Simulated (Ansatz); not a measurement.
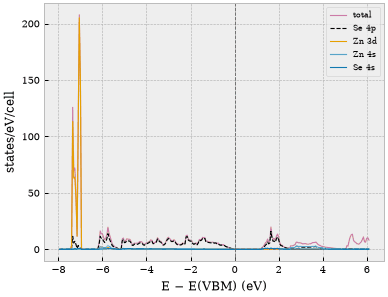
Figure. Total and projected density of states of ZnSe₂ in space group Pa-3 (No. 205; Zn on 4a, Se on 8c), r²SCAN (plane waves, PAW; program Ansatz)

Task: Which orbitals carry the states next to the gap?

Result: Top 1 eV of the valence band: Se 4p 94 %. Bottom 1 eV of the conduction band: Se 4p 77 %, Zn 4s 8 %, Se 4s 7 %, outside the projected shells 8 %. Projections are on Löwdin-orthogonalised atomic valence shells; empty p or d shells of many metals are not among them.

Task: Where is the tallest occupied peak in this window, and what makes it?

Result: Near -7.0 eV, about 210 states/eV per cell; the largest projected share is Zn 3d.

The first step of the workflow began from a Materials Project structure, measured or hypothetical; the Crystallography Open Database copy checked does not list it. Whether it is the stable phase at ambient conditions was not checked. The r²SCAN relaxation kept the symmetry of its start; its stability against distortions is not shown here. Scalar-relativistic: spin–orbit coupling is off unless named, which matters more the heavier the elements.

Potentials: the earlier of the program's two PAW sets.
